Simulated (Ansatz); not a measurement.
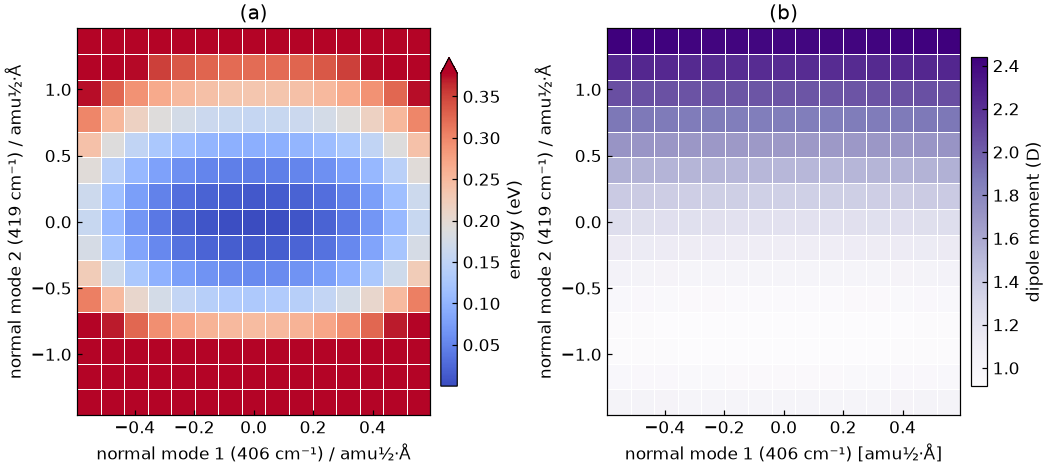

GaH₃S, SMILES [SH][GaH2]. 
- The first coordinate is: normal mode 1 (406 cm⁻¹); the second: normal mode 2 (419 cm⁻¹).
- Nothing is relaxed (straight displacements along the two mass-weighted modes).
- Grid: 15 × 15 points; 120 points were computed and 105 follow by symmetry.
- Points are written as (first, second).
- Energies are in eV, from the relaxed molecule at the same level.
- Level of theory: RHF-MP2, frozen core/def2-TZVP in Ansatz.

Panel (a) is the energy; panel (b) is the computed dipole moment, in D.

Drawn: one coloured cell a grid point, one colour for all values above the top of the scale.

Q: How does the dipole moment vary over the map, and what is it at the lowest grid point?

A: Leaving out the highest fifth of the energies, it runs from 0.92 D at (0.000 amu½·Å, −0.778 amu½·Å) to 2.42 D at (−0.317 amu½·Å, 1.362 amu½·Å). At the lowest grid point, (0.000 amu½·Å, 0.000 amu½·Å), it is 1.23 D.
